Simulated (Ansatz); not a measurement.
# Run report: SiH₄Cl₃OF, geometry relaxation (part 1 of 2)

System: SiH₄Cl₃OF.
Method: RKS PBE0-D4/def2-TZVP (Ansatz 0.2.0).

The geometry is a transition state displaced along its imaginary mode. The reaction was set up to form Si1–O7, H6–F9 and H2–H8 and to break Si1–H2, H6–O7 and H8–F9 (atoms counted from 1 in the order of the input); sticks are drawn by distance alone. Figures and captions count atoms from 1; the log counts them from 0 in places.

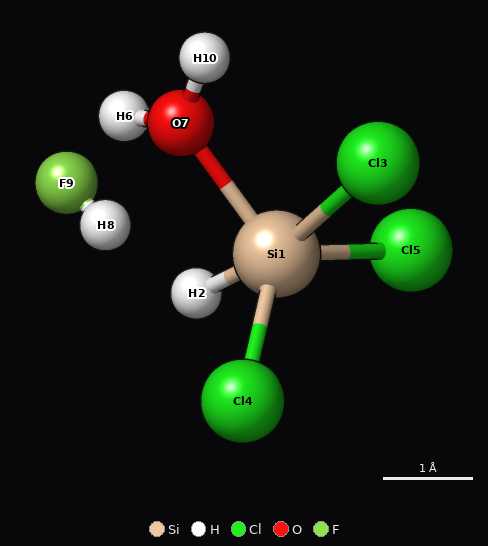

*The starting structure (ball-and-stick view, seen at a tilt; atoms are numbered from 1 in the order of the input).*

Bond lengths as drawn: Cl–Si 2.06 to 2.19 Å, F–H 0.70 Å, H–O 0.95 to 0.96 Å, H–Si 1.38 Å and O–Si 1.84 Å.

## Input
```yaml
crystal:
  periodic: [false, false, false]
  atoms:
    - {symbol: Si, position_ang: [-0.428946, -0.764340, -0.101359]}
    - {symbol: H, position_ang: [-0.521643, -0.105102, 1.103332]}
    - {symbol: Cl, position_ang: [0.053792, -1.536113, -2.094730]}
    - {symbol: Cl, position_ang: [0.202001, -2.460765, 0.887792]}
    - {symbol: Cl, position_ang: [-2.411429, -0.427083, -0.534399]}
    - {symbol: H, position_ang: [0.812432, 1.274283, 0.015722]}
    - {symbol: O, position_ang: [0.810317, 0.518352, -0.572884]}
    - {symbol: H, position_ang: [0.027289, 1.152792, 1.371609]}
    - {symbol: F, position_ang: [0.289775, 1.796276, 1.383204]}
    - {symbol: H, position_ang: [1.166412, 0.551800, -1.458287]}
basis:
  gaussian: {orbitals: def2-TZVP}
hamiltonian: {xc: pbe0, dispersion: d4}
relax: {f_tol: 0.005, max_steps: 200}
```

Run on 8 threads of Arm Neoverse V1, 23 GiB of memory available, shared host.

Launched with:
```bash
ansatz run in.yaml --threads 8 --pin off --events-out ev --progress --plain --max-ram 19148MiB
```

## Output
```
Functional definition: PBE0
  name "PBE0"
  cite "Adamo & Barone, J. Chem. Phys. 110, 6158 (1999) doi:10.1063/1.478522"
  cite "Perdew, Burke & Ernzerhof, Phys. Rev. Lett. 77, 3865 (1996) doi:10.1103/PhysRevLett.77.3865"
  parent pbe
  parameter a = 0.25
  parameter kappa = 0.804
  parameter beta = 0.06672455060314922
  exchange = (1 - a)*pbe_x(kappa = kappa, mu = beta*pi^2/3) + a*exact_x
  correlation = pbe_c(beta = beta)
1555 factors; their error is unknown
mean field evaluation 1: about -50253.7330 eV, gradient 5.5e1 eV
mean field evaluation 2: about -50251.8741 eV, gradient 6.6e1 eV
mean field evaluation 4: about -50257.9671 eV, gradient 2.2e0 eV
mean field evaluation 8: about -50257.9767 eV, gradient 5.5e-2 eV
mean field evaluation 16: about -50258.1361 eV, gradient 9.0e-5 eV
mean field -50258.13607130 eV, -1846.9524344321 hartree, gradient 2.7e-5 eV, S^2 0.000000; 0 other end points of the search recorded, 0 dependent functions left out
the calculation of the forces begins
reference -50258.13610036 eV, -1846.9524355002 hartree; 43, 43 occupied and 191, 191 virtual orbitals, 1555 factors
relax step   1: F+E_penalty+E_count = -50258.41219334 eV  Δ(F+E_penalty+E_count) = +0.000e0 eV  max|allowed force component| = 3.210e1 eV/Å  Δτ_max = 0.0000 Å  (28 SCF iters, accepted)
these checks for a lower state are left out or cut short: starts, cluster_reference, orbital_swaps, neighbouring_geometries, increment
1555 factors; their error is unknown
mean field -50261.61089231 eV, -1847.0801317489 hartree, gradient 1.4e-5 eV, S^2 0.000000; 0 other end points of the search recorded, 0 dependent functions left out
[... from here on the field's lines of each further geometry are left out, up to the last ...]
relax step   2: F+E_penalty+E_count = -50261.88353173 eV  Δ(F+E_penalty+E_count) = -3.471e0 eV  max|allowed force component| = 1.633e0 eV/Å  Δτ_max = 0.1940 Å  (35 SCF iters, accepted)
relax step   3: F+E_penalty+E_count = -50261.93748986 eV  Δ(F+E_penalty+E_count) = -5.396e-2 eV  max|allowed force component| = 1.274e0 eV/Å  Δτ_max = 0.1992 Å  (31 SCF iters, accepted)
relax step   4: F+E_penalty+E_count = -50261.96895679 eV  Δ(F+E_penalty+E_count) = -3.147e-2 eV  max|allowed force component| = 1.239e0 eV/Å  Δτ_max = 0.1018 Å  (30 SCF iters, accepted)
relax step   5: F+E_penalty+E_count = -50261.92940927 eV  Δ(F+E_penalty+E_count) = +3.955e-2 eV  max|allowed force component| = 6.281e-1 eV/Å  Δτ_max = 0.1303 Å  (29 SCF iters, rejected (line search))
relax step   6: F+E_penalty+E_count = -50261.99994591 eV  Δ(F+E_penalty+E_count) = -3.099e-2 eV  max|allowed force component| = 5.040e-1 eV/Å  Δτ_max = 0.0405 Å  (31 SCF iters, accepted)
relax step   7: F+E_penalty+E_count = -50262.00470626 eV  Δ(F+E_penalty+E_count) = -4.760e-3 eV  max|allowed force component| = 3.961e-1 eV/Å  Δτ_max = 0.0710 Å  (30 SCF iters, accepted)
relax step   8: F+E_penalty+E_count = -50262.01439436 eV  Δ(F+E_penalty+E_count) = -9.688e-3 eV  max|allowed force component| = 2.219e-1 eV/Å  Δτ_max = 0.0753 Å  (31 SCF iters, accepted)
relax step   9: F+E_penalty+E_count = -50262.01726883 eV  Δ(F+E_penalty+E_count) = -2.874e-3 eV  max|allowed force component| = 1.964e-1 eV/Å  Δτ_max = 0.0465 Å  (31 SCF iters, accepted)
relax step  10: F+E_penalty+E_count = -50262.01958987 eV  Δ(F+E_penalty+E_count) = -2.321e-3 eV  max|allowed force component| = 8.021e-2 eV/Å  Δτ_max = 0.0284 Å  (31 SCF iters, accepted)
relax step  11: F+E_penalty+E_count = -50262.02128380 eV  Δ(F+E_penalty+E_count) = -1.694e-3 eV  max|allowed force component| = 4.963e-2 eV/Å  Δτ_max = 0.0223 Å  (31 SCF iters, accepted)
relax step  12: F+E_penalty+E_count = -50262.02504646 eV  Δ(F+E_penalty+E_count) = -3.763e-3 eV  max|allowed force component| = 2.567e-1 eV/Å  Δτ_max = 0.0840 Å  (30 SCF iters, accepted)
relax step  13: F+E_penalty+E_count = -50262.02990259 eV  Δ(F+E_penalty+E_count) = -4.856e-3 eV  max|allowed force component| = 5.044e-1 eV/Å  Δτ_max = 0.1951 Å  (29 SCF iters, accepted)
relax step  14: F+E_penalty+E_count = -50262.03991814 eV  Δ(F+E_penalty+E_count) = -1.002e-2 eV  max|allowed force component| = 6.306e-1 eV/Å  Δτ_max = 0.1088 Å  (30 SCF iters, accepted)
relax step  15: F+E_penalty+E_count = -50262.07015194 eV  Δ(F+E_penalty+E_count) = -3.023e-2 eV  max|allowed force component| = 7.076e-1 eV/Å  Δτ_max = 0.1986 Å  (29 SCF iters, accepted)
relax step  16: F+E_penalty+E_count = -50262.13558199 eV  Δ(F+E_penalty+E_count) = -6.543e-2 eV  max|allowed force component| = 8.713e-1 eV/Å  Δτ_max = 0.1952 Å  (29 SCF iters, accepted)
relax step  17: F+E_penalty+E_count = -50262.25355253 eV  Δ(F+E_penalty+E_count) = -1.180e-1 eV  max|allowed force component| = 7.901e-1 eV/Å  Δτ_max = 0.1953 Å  (29 SCF iters, accepted)
relax step  18: F+E_penalty+E_count = -50262.38355896 eV  Δ(F+E_penalty+E_count) = -1.300e-1 eV  max|allowed force component| = 6.111e-1 eV/Å  Δτ_max = 0.1950 Å  (29 SCF iters, accepted)
relax step  19: F+E_penalty+E_count = -50262.47984989 eV  Δ(F+E_penalty+E_count) = -9.629e-2 eV  max|allowed force component| = 8.181e-1 eV/Å  Δτ_max = 0.2000 Å  (30 SCF iters, accepted)
relax step  20: F+E_penalty+E_count = -50262.55810333 eV  Δ(F+E_penalty+E_count) = -7.825e-2 eV  max|allowed force component| = 8.584e-1 eV/Å  Δτ_max = 0.1952 Å  (30 SCF iters, accepted)
relax step  21: F+E_penalty+E_count = -50262.57057383 eV  Δ(F+E_penalty+E_count) = -1.247e-2 eV  max|allowed force component| = 1.715e0 eV/Å  Δτ_max = 0.1808 Å  (30 SCF iters, accepted)
relax step  22: F+E_penalty+E_count = -50262.60504931 eV  Δ(F+E_penalty+E_count) = -3.448e-2 eV  max|allowed force component| = 2.968e-1 eV/Å  Δτ_max = 0.0766 Å  (30 SCF iters, accepted)
relax step  23: F+E_penalty+E_count = -50262.66151681 eV  Δ(F+E_penalty+E_count) = -5.647e-2 eV  max|allowed force component| = 3.287e-1 eV/Å  Δτ_max = 0.2000 Å  (36 SCF iters, accepted)
relax step  24: F+E_penalty+E_count = -50262.69141965 eV  Δ(F+E_penalty+E_count) = -2.990e-2 eV  max|allowed force component| = 5.612e-1 eV/Å  Δτ_max = 0.1628 Å  (29 SCF iters, accepted)
relax step  25: F+E_penalty+E_count = -50262.68647223 eV  Δ(F+E_penalty+E_count) = +4.947e-3 eV  max|allowed force component| = 8.380e-1 eV/Å  Δτ_max = 0.0851 Å  (30 SCF iters, rejected (line search))
relax step  26: F+E_penalty+E_count = -50262.70220852 eV  Δ(F+E_penalty+E_count) = -1.079e-2 eV  max|allowed force component| = 3.589e-1 eV/Å  Δτ_max = 0.0416 Å  (31 SCF iters, accepted)
relax step  27: F+E_penalty+E_count = -50262.70844877 eV  Δ(F+E_penalty+E_count) = -6.240e-3 eV  max|allowed force component| = 8.804e-2 eV/Å  Δτ_max = 0.1000 Å  (30 SCF iters, accepted)
relax step  28: F+E_penalty+E_count = -50262.70997370 eV  Δ(F+E_penalty+E_count) = -1.525e-3 eV  max|allowed force component| = 7.757e-2 eV/Å  Δτ_max = 0.0735 Å  (30 SCF iters, accepted)
relax step  29: F+E_penalty+E_count = -50262.71104689 eV  Δ(F+E_penalty+E_count) = -1.073e-3 eV  max|allowed force component| = 1.122e-1 eV/Å  Δτ_max = 0.0287 Å  (31 SCF iters, accepted)
relax step  30: F+E_penalty+E_count = -50262.71155375 eV  Δ(F+E_penalty+E_count) = -5.069e-4 eV  max|allowed force component| = 6.761e-2 eV/Å  Δτ_max = 0.0236 Å  (31 SCF iters, accepted)
relax step  31: F+E_penalty+E_count = -50262.71217308 eV  Δ(F+E_penalty+E_count) = -6.193e-4 eV  max|allowed force component| = 5.111e-2 eV/Å  Δτ_max = 0.0303 Å  (31 SCF iters, accepted)
relax step  32: F+E_penalty+E_count = -50262.71271491 eV  Δ(F+E_penalty+E_count) = -5.418e-4 eV  max|allowed force component| = 6.274e-2 eV/Å  Δτ_max = 0.0535 Å  (30 SCF iters, accepted)
relax step  33: F+E_penalty+E_count = -50262.71299707 eV  Δ(F+E_penalty+E_count) = -2.822e-4 eV  max|allowed force component| = 5.242e-2 eV/Å  Δτ_max = 0.0358 Å  (31 SCF iters, accepted)
relax step  34: F+E_penalty+E_count = -50262.71316806 eV  Δ(F+E_penalty+E_count) = -1.710e-4 eV  max|allowed force component| = 6.014e-2 eV/Å  Δτ_max = 0.0296 Å  (31 SCF iters, accepted)
relax step  35: F+E_penalty+E_count = -50262.71329091 eV  Δ(F+E_penalty+E_count) = -1.229e-4 eV  max|allowed force component| = 4.500e-2 eV/Å  Δτ_max = 0.0155 Å  (31 SCF iters, accepted)
relax step  36: F+E_penalty+E_count = -50262.71337165 eV  Δ(F+E_penalty+E_count) = -8.074e-5 eV  max|allowed force component| = 1.231e-2 eV/Å  Δτ_max = 0.0171 Å  (31 SCF iters, accepted)
relax step  37: F+E_penalty+E_count = -50262.71340126 eV  Δ(F+E_penalty+E_count) = -2.961e-5 eV  max|allowed force component| = 1.290e-2 eV/Å  Δτ_max = 0.0110 Å  (32 SCF iters, accepted)
relax step  38: F+E_penalty+E_count = -50262.71342311 eV  Δ(F+E_penalty+E_count) = -2.186e-5 eV  max|allowed force component| = 1.026e-2 eV/Å  Δτ_max = 0.0043 Å  (32 SCF iters, accepted)
relax step  39: F+E_penalty+E_count = -50262.71343443 eV  Δ(F+E_penalty+E_count) = -1.132e-5 eV  max|allowed force component| = 5.594e-3 eV/Å  Δτ_max = 0.0059 Å  (32 SCF iters, accepted)
the calculation of the forces begins
reference -50262.46052997 eV, -1847.1113553570 hartree; 43, 43 occupied and 191, 191 virtual orbitals, 1555 factors
relax step  40: F+E_penalty+E_count = -50262.71343841 eV  Δ(F+E_penalty+E_count) = -3.979e-6 eV  max|allowed force component| = 3.485e-3 eV/Å  Δτ_max = 0.0055 Å  (32 SCF iters, accepted)
```

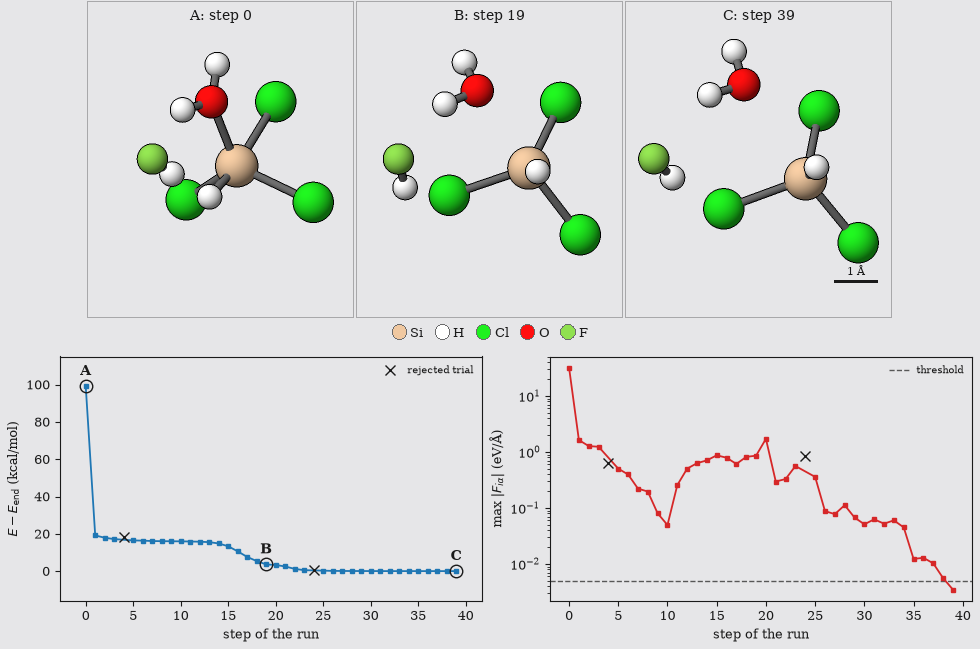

*Frames of the relaxation (ball-and-stick view, seen at a tilt) above the curves, on which the letters mark them (the first geometry is step 0 here and step 1 in the log).*

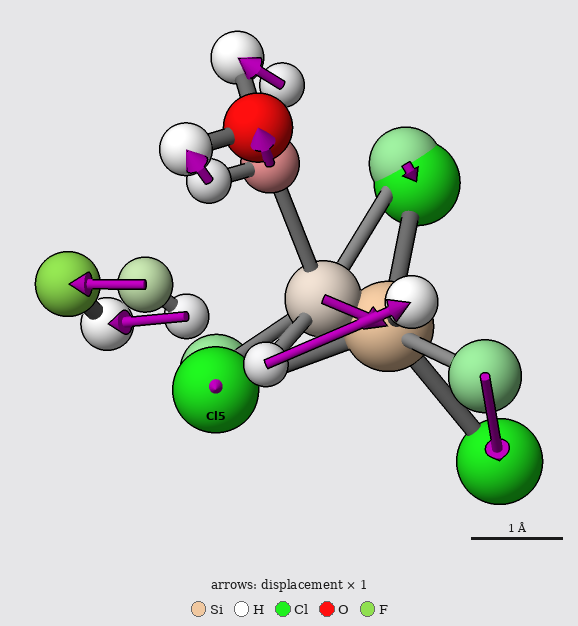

*Start (faint) and end (solid) with the displacements as pink arrows, at true length (ball-and-stick view, seen at a tilt). The two geometries are laid on each other by the best rigid fit.*

The atom that moves furthest after the best rigid fit is H2 (1.79 Å). Largest moves by element: H 1.79 Å, Cl 1.60 Å, F 0.91 Å, Si 0.79 Å, O 0.60 Å. Distances before and after: Si1–O7 1.845 → 3.004 Å, H8–F9 0.695 → 0.933 Å, Si1–Cl3 2.191 → 2.027 Å, Si1–H2 1.376 → 1.461 Å. Bonds break: Si1–O7 (1.84 → 3.00 Å). Among the angles that change: H2–Si1–Cl3 168.4° → 113.8°, H2–Si1–Cl4 89.7° → 108.8°, H2–Si1–Cl5 92.3° → 111.0°. Over 39 geometry steps the energy falls by 99.2 kcal/mol. Largest force component: 32 eV/Å at the start, 0.0035 eV/Å at the end. The line search rejected the trial steps at points 4, 24 (counted from 0) and went back. (Atoms are counted from 1 in the order of the input.)
